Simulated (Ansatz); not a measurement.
```
Zn Sn O
1.0
    -6.90743    0.00000    0.00105
     0.00000    6.28488    0.00000
     2.68537    0.00000   -4.58905
Zn Sn O
6 2 6
Cartesian
  -1.9977 1.3454 -4.0166
  1.4561 4.4878 -4.0171
  -3.1084 0.0000 -2.0697
  0.3453 3.1424 -2.0703
  -1.9977 4.9395 -4.0166
  1.4561 1.7970 -4.0171
  -3.3949 3.1424 -1.8103
  0.0588 0.0000 -1.8108
  -6.4397 1.7073 -0.5884
  -2.9860 4.8497 -0.5889
  -5.0777 0.0000 -2.9615
  -1.6240 3.1424 -2.9620
  -6.4397 4.5776 -0.5884
  -2.9860 1.4352 -0.5889
```

Space group Cm; a generated structure, not necessarily the stable one.

All numbers below come from DFT PBE, scalar-relativistic, plane waves, PAW (Ansatz).

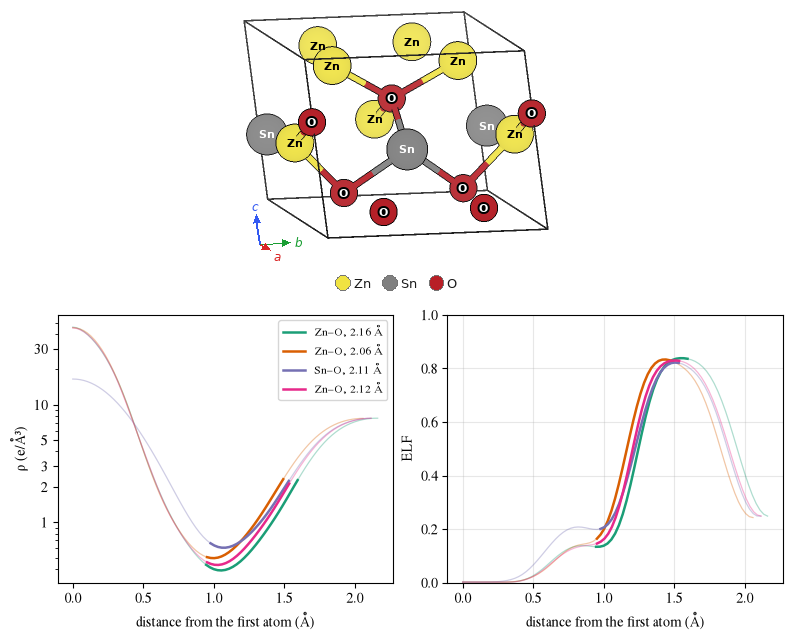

Zn₃SnO₃. Valence pseudo-density and ELF along straight lines between neighbouring atoms. Thin, pale parts lie inside the atomic spheres. The structure is drawn too.

The density is the valence pseudo-density of a PAW calculation; it isn't the true density close to the nuclei.

> Compare the contacts.

Zn–O (2.16 Å): the density is about 0.39 e/Å³ at the midpoint; the ELF peaks at about 0.85 in the valence shell of O, 0.6 Å from its nucleus, and is about 0.20 at the midpoint (no localised pair shows between them).
Zn–O (2.06 Å): ρ is about 0.5 e/Å³ halfway; the ELF peaks at about 0.85 in the valence shell of O, 0.6 Å from its nucleus, and is about 0.25 at the midpoint (no shared electron pair shows on this line).
Sn–O (2.11 Å): ρ at the midpoint is about 0.61 e/Å³; the ELF peaks at about 0.80 in the valence shell of O, 0.6 Å from its nucleus, and is about 0.25 at the midpoint: no shared electron pair shows on this line.
Zn–O (2.12 Å): ρ is about 0.44 e/Å³ halfway; the ELF peaks at about 0.85 in the valence shell of O, 0.6 Å from its nucleus, and is about 0.20 at the midpoint; no shared electron pair shows on this line.
